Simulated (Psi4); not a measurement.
# M06-2X/def2-TZVPPD run of [NO2]− (nitrite)

What is the vertical singlet–triplet gap of [NO2]− (nitrite) at M06-2X/def2-TZVPPD? 

The results are computed with Psi4 1.11.

**1. The structure to begin with**

[NO2]−: 3 atoms, total charge -1, spin state singlet. As SMILES, `O=N[O-]`. Geometry: relaxed at PBE0-D4/def2-TZVPD.

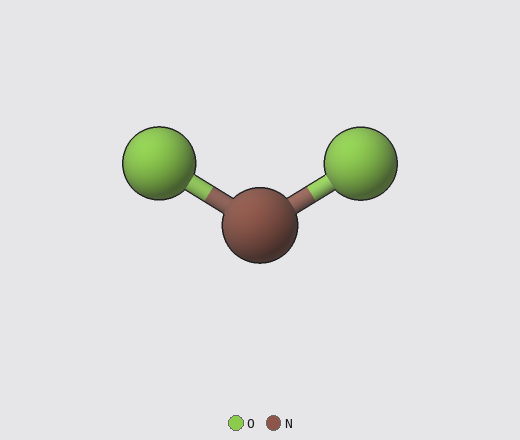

The structure, seen from a chosen angle (oxygen green, nitrogen brown).

**2. The energy at M06-2X/def2-TZVPPD**

input.json reads:

```json
{
  "schema_name": "qcschema_input",
  "schema_version": 1,
  "molecule": {
    "schema_name": "qcschema_molecule",
    "schema_version": 2,
    "symbols": ["O", "N", "O"],
    "geometry": [0.61007918, 1.87583664, 0.54352303, 0.61557829, -0.46373879, 0.28721947, -1.22565747, -1.41211674, -0.8307425],
    "molecular_charge": -1,
    "molecular_multiplicity": 1,
    "fix_symmetry": "c1",
    "fix_com": true,
    "fix_orientation": true
  },
  "driver": "energy",
  "model": {
    "method": "m06-2x",
    "basis": "def2-TZVPPD"
  },
  "keywords": {
    "puream": true,
    "e_convergence": 1e-09,
    "d_convergence": 1e-08,
    "scf_type": "pk",
    "dft_radial_points": 99,
    "dft_spherical_points": 590,
    "scf_properties": ["QUADRUPOLE", "WIBERG_LOWDIN_INDICES", "MAYER_INDICES"]
  }
}
```

Command:

```
psi4 --qcschema input.json -n 1 --memory 2200MB
```

stdout:

```text
[...]
  Running in c1 symmetry.
[...]
  Nuclear repulsion =   63.552463687513523
[...]
  Multiplicity = 1
[...]
  Nalpha       = 12
  Nbeta        = 12
[...]
    Number of basis functions: 117
[...]
   @RKS iter   1:  -205.01739897350376   -5.12136e-01   5.25214e-03 DIIS/ADIIS
[...]
   @RKS iter  11:  -205.16161009068747   -4.56737e-11   5.14068e-09 DIIS
[...]
    Orbital Energies [Eh]
    ---------------------
    Doubly Occupied:
       1A    -19.394083     2A    -19.394053     3A    -14.656376
       4A     -1.054416     5A     -0.872645     6A     -0.464239
       7A     -0.321602     8A     -0.314909     9A     -0.311413
      10A     -0.121320    11A     -0.115493    12A     -0.062207
[...]
  @RKS Final Energy:  -205.16161009068747
   => Energetics <=
    Nuclear Repulsion Energy =             63.5524636875135229
    One-Electron Energy =                -413.6225323225493185
    Two-Electron Energy =                 156.5482823369480059
    DFT Exchange-Correlation Energy =     -11.6398237925996728
    Empirical Dispersion Energy =           0.0000000000000000
    VV10 Nonlocal Energy =                  0.0000000000000000
    Total Energy =                       -205.1616100906874749
[...]
 Multipole Moments:
 ------------------------------------------------------------------------------------
     Multipole            Electronic (a.u.)      Nuclear  (a.u.)        Total (a.u.)
 ------------------------------------------------------------------------------------
 L = 1.  Multiply by 2.5417464519 to convert [e a0] to [Debye]
 Dipole X            :          0.7722866           -0.6155783            0.1567083
 Dipole Y            :         -0.5816059            0.4635877           -0.1180182
 Dipole Z            :          0.3603403           -0.2872195            0.0731208
 Magnitude           :                                                    0.2093620
 L = 2.  Multiply by 1.3450342976 to convert [e a0^2] to [Debye ang]
 Quadrupole XX       :        -33.5871599           17.6480191          -15.9391408
 Quadrupole XY       :        -22.1938286           21.0031698           -1.1906589
[...]
```

The result, in JSON:

```text
{
 "driver": "energy",
 "model": {
  "method": "m06-2x",
  "basis": "def2-TZVPPD"
 },
 "success": true,
 "return_result": -205.16161009068747,
 "properties": {
  "calcinfo_nbasis": 117,
  "calcinfo_nmo": 117,
  "calcinfo_nalpha": 12,
  "calcinfo_nbeta": 12,
  "calcinfo_natom": 3,
  "nuclear_repulsion_energy": 63.55246368751352,
  "return_energy": -205.16161009068747,
  "scf_one_electron_energy": -413.6225323225493,
  "scf_two_electron_energy": 156.548282336948,
  "scf_xc_energy": -11.639823792599673,
  "scf_dipole_moment": [0.156708274351676, -0.11801822844445897, 0.0731208282216409],
  "scf_total_energy": -205.16161009068747,
  "scf_iterations": 11
 }
}
```

It took 16 s on 1 thread of Intel Xeon 6975P-C (Granite Rapids), shared host; peak memory 0.69 GiB.

**3. The triplet, same level**

no2.py reads:

```python
import psi4

psi4.set_memory(2200000000)
psi4.set_num_threads(1)
psi4.set_output_file('psi4.out', False)

geom = psi4.geometry("""
-1 3
O
N 1 1.24546
O 2 1.245469 1 116.77261
units angstrom
symmetry c1
""")

options = {'reference': 'uks', 'puream': True, 'e_convergence': 1e-09, 'd_convergence': 1e-08, 'scf_type': 'pk', 'dft_radial_points': 99, 'dft_spherical_points': 590, 'maxiter': 100}
psi4.set_options(options)

energy_value, wavefunction = psi4.energy('m06-2x/def2-TZVPPD', return_wfn=True)
psi4.oeprop(wavefunction, 'MAYER_INDICES', 'LOWDIN_CHARGES', 'WIBERG_LOWDIN_INDICES')
print(f'total energy {energy_value:.8f} hartree = {energy_value * 27.211386:.5f} eV')
for k, v in sorted(psi4.core.scalar_variables().items()):
    print(f'{k:45s} {v:18.10f}')
```

Command:

```
python no2.py
```

psi4.out:

```text
[...]
  Running in c1 symmetry.
[...]
  Nuclear repulsion =   63.552469441985089
[...]
  Multiplicity = 3
[...]
  Nalpha       = 13
  Nbeta        = 11
[...]
    Number of basis functions: 117
[...]
   @UKS iter   1:  -204.93882189151662   -4.33558e-01   4.88273e-03 DIIS/ADIIS
[...]
   @UKS iter  13:  -205.06960706621052   -3.32534e-12   3.61892e-09 DIIS
[...]
   @S^2 Observed:                2.016643562E+00
[...]
    Orbital Energies [Eh]
    ---------------------
    Alpha Occupied:
       1A    -19.394902     2A    -19.394886     3A    -14.617816
       4A     -1.060882     5A     -0.886028     6A     -0.492621
       7A     -0.342968     8A     -0.335521     9A     -0.333613
      10A     -0.166119    11A     -0.129824    12A     -0.099081
      13A      0.028343
    Alpha Virtual:
      14A      0.194629    15A      0.200414    16A      0.238081
      17A      0.248979    18A      0.258596    19A      0.266948
      20A      0.293344    21A      0.378225    22A      0.399013
      23A      0.524717    24A      0.531689    25A      0.578848
[...]
  @UKS Final Energy:  -205.06960706621052
   => Energetics <=
    Nuclear Repulsion Energy =             63.5524694419850888
    One-Electron Energy =                -413.7446120113287407
    Two-Electron Energy =                 156.7729785565828706
    DFT Exchange-Correlation Energy =     -11.6504430534497114
    Empirical Dispersion Energy =           0.0000000000000000
    VV10 Nonlocal Energy =                  0.0000000000000000
    Total Energy =                       -205.0696070662105228
  UHF NO Occupations:
  HONO-2 :   11  A 1.9965398
  HONO-1 :   12  A 1.0000000
[...]
 Multipole Moments:
 ------------------------------------------------------------------------------------
     Multipole            Electronic (a.u.)      Nuclear  (a.u.)        Total (a.u.)
 ------------------------------------------------------------------------------------
 L = 1.  Multiply by 2.5417464519 to convert [e a0] to [Debye]
 Dipole X            :         -0.1749107            0.0027499           -0.1721608
 Dipole Y            :         -0.1076333            0.0016926           -0.1059406
 Dipole Z            :          0.0000000            0.0000000            0.0000000
 Magnitude           :                                                    0.2021454
[...]
```

The script printed:

```text
total energy -205.06960707 hartree = -5580.22823 eV
CURRENT ENERGY                                   -205.0696070662
CURRENT REFERENCE ENERGY                         -205.0696070662
DD SOLVATION ENERGY                                 0.0000000000
DFT FUNCTIONAL TOTAL ENERGY                      -205.0696070662
DFT TOTAL ENERGY                                 -205.0696070662
DFT VV10 ENERGY                                     0.0000000000
DFT XC ENERGY                                     -11.6504430534
GRID ELECTRONS ALPHA                               12.9999999413
GRID ELECTRONS BETA                                10.9999999644
GRID ELECTRONS TOTAL                               23.9999999057
NUCLEAR REPULSION ENERGY                           63.5524694420
ONE-ELECTRON ENERGY                              -413.7446120113
PCM POLARIZATION ENERGY                             0.0000000000
PE ENERGY                                           0.0000000000
SCF ITERATION ENERGY                             -205.0696070662
SCF ITERATIONS                                     13.0000000000
SCF TOTAL ENERGY                                 -205.0696070662
TWO-ELECTRON ENERGY                               156.7729785566
XC GRID RADIAL POINTS                              99.0000000000
XC GRID SPHERICAL POINTS                          590.0000000000
XC GRID TOTAL POINTS                           172397.0000000000
```

Run time: 26 s. Hardware: 1 thread of Intel Xeon 6975P-C (Granite Rapids), shared host; peak memory 0.71 GiB.

**4. Outcome**

At M06-2X/def2-TZVPPD:

| quantity | value |
| --- | --- |
| singlet: total energy | -205.16161 Eh |
| singlet: HOMO energy | -1.69 eV |
| singlet: LUMO energy | 5.28 eV |
| singlet: HOMO–LUMO gap (to an unbound level, set by the basis) | 6.97 eV |
| triplet: total energy | -205.06961 Eh |
| triplet: HOMO energy (highest over α and β) | 0.77 eV |
| triplet: LUMO energy (lowest over α and β) | 4.06 eV |
| triplet: ⟨S²⟩ | 2.017 |
| vertical energy of the triplet above the singlet | 2.504 eV |

**Reading.** At this shape the triplet lies 2.50 eV (242 kJ/mol) above the singlet. The HOMO (triplet) lies at positive energy, 0.77 eV, from the functional's self-interaction, a short basis or an electron that isn't bound; only total energies against the neutral tell.
